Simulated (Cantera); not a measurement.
Charge: 1 mol SiH2Cl2, 0.7 mol HCl, a varied amount of N2, at 1498.15 K and 825 Torr.

Equilibrium computed with Cantera from the NASA thermochemical tables; the gas is ideal and each condensed phase is pure. Candidate condensed phases: NH4Cl, Si, Si3N4; 28 gas species. N2 is the only nitrogen source here; it is nearly inert below about 1500 K, so the nitride shown seldom forms there in practice. The tables' values for SiCl3 are old estimates; treat these amounts as uncertain. Kinetics and transport are ignored.

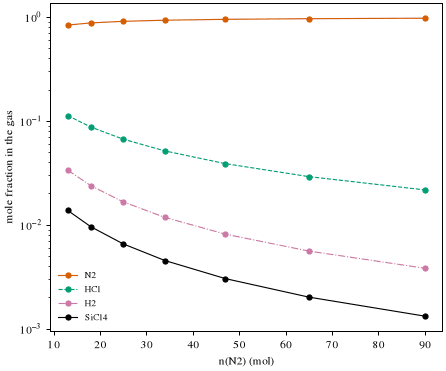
Fig. 1. Equilibrium gas composition (values under 1e-9 drawn at 1e-9)

Q: Read off the mole fractions at 18 mol N2.

A: N2 about 0.88, HCl about 0.087, H2 about 0.024, SiCl4 about 0.0096.
